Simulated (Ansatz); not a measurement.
## Geometry relaxation of CH4BSi

CH4BSi, multiplicity 2, computed with UKS PBE0-D4/def2-TZVP (Ansatz 0.2.0).

Figures and captions count atoms from 1; the log counts them from 0 in places.

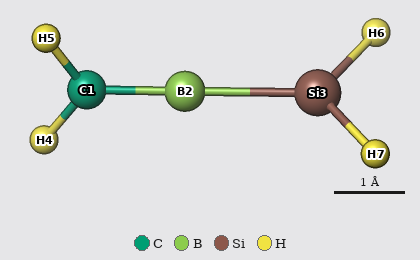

Figure 1. The structure as given in the input (ball-and-stick view, seen at a tilt; atoms are numbered from 1 in the order of the input). Bond lengths as drawn: B–C 1.41 Å, B–Si 1.90 Å, C–H 1.10 Å and H–Si 1.50 Å.

### Key numbers

```csv
quantity,value
outcome,converged
total energy,−9648.1992 eV
mean-field energy,−9648.0967 eV
dispersion energy,−0.1026 eV
⟨S²⟩,0.756
SCF solution under orbital rotations,stable
largest force (length of the vector) at the end,0.001 eV/Å
dipole moment,1.31 D
hardware,"2 threads of Arm Neoverse V2, 23 GiB of memory available, shared host"
wall time,20 s (CPU time 38 s)
peak memory,0.23 GiB
```

### The input
```yaml
crystal:
  periodic: [false, false, false]
  atoms:
    - {symbol: C, position_ang: [-1.378011, -1.502070, 0.389203]}
    - {symbol: B, position_ang: [-0.358900, -0.535452, 0.335963]}
    - {symbol: Si, position_ang: [1.018076, 0.776475, 0.270639]}
    - {symbol: H, position_ang: [-2.005755, -1.761502, -0.481472]}
    - {symbol: H, position_ang: [-1.616553, -2.065039, 1.308946]}
    - {symbol: H, position_ang: [0.822839, 2.201451, 0.691464]}
    - {symbol: H, position_ang: [2.413230, 0.495259, -0.199098]}
basis:
  gaussian: {orbitals: def2-TZVP}
magnetization: {spin_polarized: true, initial_magnetization: 1}
hamiltonian: {xc: pbe0, dispersion: d4}
relax: {f_tol: 0.005, max_steps: 200}
```

Launched with:
```bash
ansatz run in.yaml --threads 2 --pin off --events-out ev --progress --plain --max-ram 4352MiB
```

### What the program printed
```
Functional definition: PBE0
  name "PBE0"
  cite "Adamo & Barone, J. Chem. Phys. 110, 6158 (1999) doi:10.1063/1.478522"
  cite "Perdew, Burke & Ernzerhof, Phys. Rev. Lett. 77, 3865 (1996) doi:10.1103/PhysRevLett.77.3865"
  parent pbe
  parameter a = 0.25
  parameter kappa = 0.804
  parameter beta = 0.06672455060314922
  exchange = (1 - a)*pbe_x(kappa = kappa, mu = beta*pi^2/3) + a*exact_x
  correlation = pbe_c(beta = beta)
793 factors; their error is unknown
mean field evaluation 1: about -9639.4401 eV, gradient 4.0e1 eV
mean field evaluation 2: about -9612.8177 eV, gradient 6.6e1 eV
mean field evaluation 4: about -9647.9373 eV, gradient 4.1e0 eV
mean field evaluation 8: about -9648.0364 eV, gradient 2.5e-1 eV
mean field evaluation 16: about -9648.0682 eV, gradient 7.1e-4 eV
mean field -9648.06815538 eV, -354.5599650147 hartree, gradient 6.6e-5 eV, S^2 0.756056; 0 other end points of the search recorded, 0 dependent functions left out
the calculation of the forces begins
reference -9648.06818724 eV, -354.5599661854 hartree; 15, 14 occupied and 108, 109 virtual orbitals, 793 factors
relax step   1: F+E_penalty+E_count = -9648.17018408 eV  Δ(F+E_penalty+E_count) = +0.000e0 eV  max|allowed force component| = 4.912e-1 eV/Å  Δτ_max = 0.0000 Å  (37 SCF iters, accepted)
these checks for a lower state are left out or cut short: starts, cluster_reference, orbital_swaps, neighbouring_geometries, increment
793 factors; their error is unknown
mean field -9648.09453738 eV, -354.5609345354 hartree, gradient 1.7e-5 eV, S^2 0.755836; 0 other end points of the search recorded, 0 dependent functions left out
the calculation of the forces begins
reference -9648.09456921 eV, -354.5609357050 hartree; 15, 14 occupied and 108, 109 virtual orbitals, 793 factors
relax step   2: F+E_penalty+E_count = -9648.19700686 eV  Δ(F+E_penalty+E_count) = -2.682e-2 eV  max|allowed force component| = 1.485e-1 eV/Å  Δτ_max = 0.0421 Å  (39 SCF iters, accepted)
these checks for a lower state are left out or cut short: starts, cluster_reference, orbital_swaps, neighbouring_geometries, increment
793 factors; their error is unknown
mean field evaluation 32: about -9648.0892 eV, gradient 1.6e-1 eV
mean field -9648.08930224 eV, -354.5607421476 hartree, gradient 1.0e-5 eV, S^2 0.755775; 0 other end points of the search recorded, 0 dependent functions left out
the calculation of the forces begins
reference -9648.08933415 eV, -354.5607433202 hartree; 15, 14 occupied and 108, 109 virtual orbitals, 793 factors
relax step   3: F+E_penalty+E_count = -9648.19191740 eV  Δ(F+E_penalty+E_count) = +5.089e-3 eV  max|allowed force component| = 2.524e-1 eV/Å  Δτ_max = 0.0379 Å  (40 SCF iters, rejected (line search))
these checks for a lower state are left out or cut short: starts, cluster_reference, orbital_swaps, neighbouring_geometries, increment
793 factors; their error is unknown
mean field -9648.09656397 eV, -354.5610090113 hartree, gradient 2.6e-5 eV, S^2 0.755776; 0 other end points of the search recorded, 0 dependent functions left out
the calculation of the forces begins
reference -9648.09659582 eV, -354.5610101816 hartree; 15, 14 occupied and 108, 109 virtual orbitals, 793 factors
relax step   4: F+E_penalty+E_count = -9648.19916067 eV  Δ(F+E_penalty+E_count) = -2.154e-3 eV  max|allowed force component| = 1.135e-2 eV/Å  Δτ_max = 0.0188 Å  (39 SCF iters, accepted)
these checks for a lower state are left out or cut short: starts, cluster_reference, orbital_swaps, neighbouring_geometries, increment
793 factors; their error is unknown
mean field -9648.09658313 eV, -354.5610097153 hartree, gradient 1.1e-5 eV, S^2 0.755776; 0 other end points of the search recorded, 0 dependent functions left out
the calculation of the forces begins
reference -9648.09661498 eV, -354.5610108859 hartree; 15, 14 occupied and 108, 109 virtual orbitals, 793 factors
relax step   5: F+E_penalty+E_count = -9648.19917243 eV  Δ(F+E_penalty+E_count) = -1.176e-5 eV  max|allowed force component| = 9.129e-3 eV/Å  Δτ_max = 0.0043 Å  (32 SCF iters, accepted)
these checks for a lower state are left out or cut short: starts, cluster_reference, orbital_swaps, neighbouring_geometries, increment
793 factors; their error is unknown
mean field -9648.09661964 eV, -354.5610110570 hartree, gradient 1.6e-5 eV, S^2 0.755775; 0 other end points of the search recorded, 0 dependent functions left out
the calculation of the forces begins
reference -9648.09665151 eV, -354.5610122281 hartree; 15, 14 occupied and 108, 109 virtual orbitals, 793 factors
relax step   6: F+E_penalty+E_count = -9648.19921497 eV  Δ(F+E_penalty+E_count) = -4.254e-5 eV  max|allowed force component| = 9.211e-4 eV/Å  Δτ_max = 0.0051 Å  (33 SCF iters, accepted)
793 factors; their error is unknown
mean field evaluation 64: about -9648.0652 eV, gradient 2.5e-1 eV
```

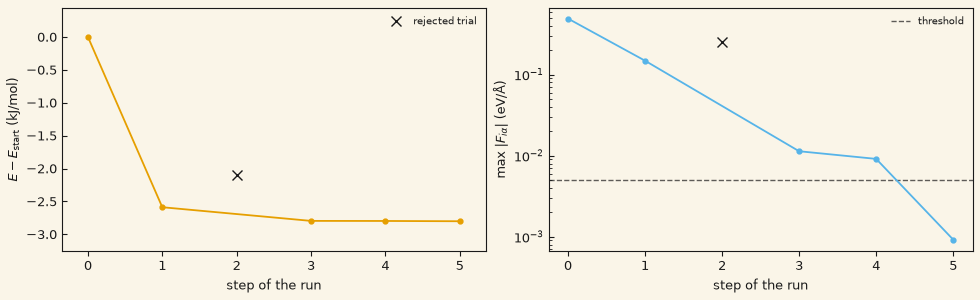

Figure 2. Progress of the relaxation, step by step (the first geometry is step 0 here and step 1 in the log).

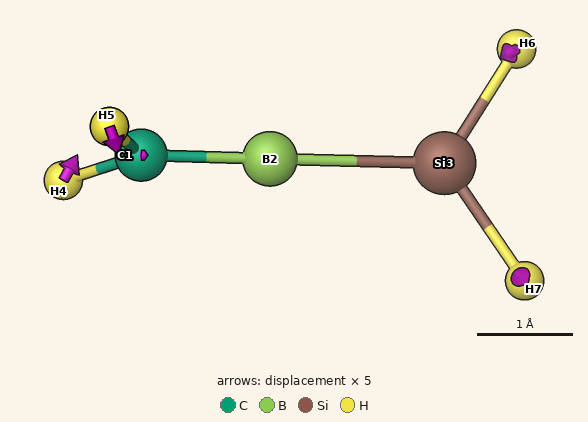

Figure 3. The starting structure with the displacements as pink arrows, magnified 5 times (ball-and-stick view, seen at a tilt). The two geometries are laid on each other by the best rigid fit. After 5 geometry steps the energy has fallen by 2.80 kJ/mol. Largest force component: 0.49 eV/Å at the start, 0.00092 eV/Å at the end. The line search rejected the trial step at point 2 (counted from 0) and went back. The largest moves after the best rigid fit, 0.065 Å, are those of H4 and H5. By element the largest moves are H 0.065 Å, C 0.017 Å, Si 0.011 Å, B 0.005 Å. Among the contacts that change: Si3–H6 1.499 → 1.478 Å, C1–B2 1.406 → 1.387 Å, C1–H4 1.104 → 1.087 Å, B2–Si3 1.903 → 1.895 Å. (Atoms are counted from 1 in the order of the input.)

```
mean field -9648.09661964 eV, -354.5610110570 hartree, gradient 1.7e-5 eV, S^2 0.755775; 1 other end points of the search recorded, 0 dependent functions left out
the calculation of the forces begins
reference -9648.09665151 eV, -354.5610122281 hartree; 15, 14 occupied and 108, 109 virtual orbitals, 793 factors
Total energy: -9648.19924683 eV, -354.5647825367 hartree
Atom 0 at    -1.365285    -1.491096     0.390000 Å, force    -0.000435    -0.000417    -0.000026 eV/Å
Atom 1 at    -0.361310    -0.535552     0.340454 Å, force     0.000809     0.000921     0.000212 eV/Å
Atom 2 at     1.009830     0.770139     0.273258 Å, force    -0.000901    -0.000769     0.000132 eV/Å
Atom 3 at    -2.016364    -1.703391    -0.453877 Å, force     0.000059     0.000527    -0.000052 eV/Å
Atom 4 at    -1.564468    -2.088076     1.276034 Å, force     0.000477    -0.000220    -0.000072 eV/Å
Atom 5 at     0.799959     2.185210     0.646434 Å, force    -0.000120     0.000266    -0.000312 eV/Å
Atom 6 at     2.392564     0.471888    -0.156658 Å, force     0.000113    -0.000308     0.000119 eV/Å
Dipole moment:     0.197744     0.188302    -0.009698 e Å
```

### Trajectory as extended XYZ (Å, eV, eV/Å), 6 frames, from step=1 to step=6
```
7
Properties=species:S:1:pos:R:3:forces:R:3 step=1 energy=-9648.17018
C    -1.3780   -1.5021    0.3892    0.1582   0.1495  -0.0053
B    -0.3589   -0.5355    0.3360   -0.4912  -0.4665   0.0276
Si    1.0181    0.7765    0.2706    0.1704   0.1648  -0.0053
H    -2.0058   -1.7615   -0.4815    0.3349   0.1623   0.4605
H    -1.6166   -2.0650    1.3089    0.1486   0.2948  -0.4888
H     0.8228    2.2015    0.6915    0.0184  -0.3409  -0.1068
H     2.4132    0.4953   -0.1991   -0.3393   0.0360   0.1183
7
Properties=species:S:1:pos:R:3:forces:R:3 step=2 energy=-9648.19701
C    -1.3695   -1.4914    0.3895    0.0351   0.0048   0.0034
B    -0.3601   -0.5352    0.3374   -0.1314  -0.1181   0.0080
Si    1.0124    0.7717    0.2716    0.0397   0.0405  -0.0004
H    -2.0084   -1.7254   -0.4642    0.0931   0.0476   0.1361
H    -1.5809   -2.0741    1.2886    0.0348   0.0936  -0.1485
H     0.8048    2.1866    0.6660    0.0143  -0.0859  -0.0309
H     2.3966    0.4770   -0.1733   -0.0857   0.0175   0.0324
7
Properties=species:S:1:pos:R:3:forces:R:3 step=3 energy=-9648.19192 accepted=F
C    -1.3423   -1.5151    0.3785   -0.2524   0.1675   0.0588
B    -0.3504   -0.5474    0.3335    0.0436  -0.0175  -0.0152
Si    1.0095    0.7699    0.2723    0.0175  -0.0264  -0.0099
H    -2.0259   -1.6953   -0.4495    0.1091  -0.0611   0.0108
H    -1.5824   -2.0637    1.2862    0.0752  -0.0733  -0.0438
H     0.7943    2.1811    0.6555   -0.0114   0.0029   0.0006
H     2.3921    0.4796   -0.1609    0.0184   0.0080  -0.0013
7
Properties=species:S:1:pos:R:3:forces:R:3 step=4 energy=-9648.19916
C    -1.3656   -1.4908    0.3891    0.0113   0.0072   0.0022
B    -0.3600   -0.5368    0.3380   -0.0060   0.0019   0.0008
Si    1.0101    0.7702    0.2724   -0.0035  -0.0095  -0.0008
H    -2.0132   -1.7095   -0.4554   -0.0046   0.0009  -0.0042
H    -1.5682   -2.0802    1.2793   -0.0012  -0.0068   0.0025
H     0.7999    2.1829    0.6533    0.0009   0.0042  -0.0019
H     2.3919    0.4733   -0.1610    0.0030   0.0022   0.0013
7
Properties=species:S:1:pos:R:3:forces:R:3 step=5 energy=-9648.19917
C    -1.3659   -1.4913    0.3895    0.0004  -0.0020   0.0019
B    -0.3608   -0.5371    0.3390    0.0035   0.0081  -0.0003
Si    1.0096    0.7695    0.2727    0.0036   0.0003  -0.0005
H    -2.0155   -1.7071   -0.4545   -0.0013   0.0017  -0.0024
H    -1.5671   -2.0841    1.2778    0.0003  -0.0032   0.0013
H     0.8020    2.1837    0.6496   -0.0091   0.0043   0.0018
H     2.3926    0.4755   -0.1584    0.0026  -0.0091  -0.0018
7
Properties=species:S:1:pos:R:3:forces:R:3 step=6 energy=-9648.19922
C    -1.3653   -1.4911    0.3900   -0.0004  -0.0004   0.0000
B    -0.3613   -0.5356    0.3405    0.0008   0.0009   0.0002
Si    1.0098    0.7701    0.2733   -0.0009  -0.0008   0.0001
H    -2.0164   -1.7034   -0.4539    0.0001   0.0005  -0.0001
H    -1.5645   -2.0881    1.2760    0.0005  -0.0002  -0.0001
H     0.8000    2.1852    0.6464   -0.0001   0.0003  -0.0003
H     2.3926    0.4719   -0.1567    0.0001  -0.0003   0.0001
```

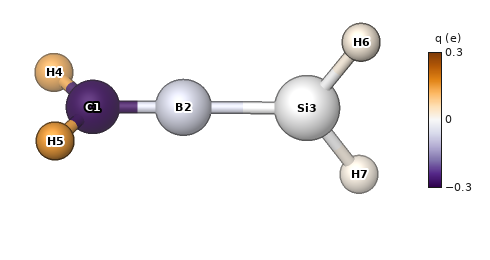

Figure 4. Mulliken charges, as the colour of each atom (ball-and-stick view, seen at a tilt; atoms are numbered from 1 in the order of the input). By element: C −0.29, B −0.06, Si 0.00 and H +0.03 to +0.15 e.
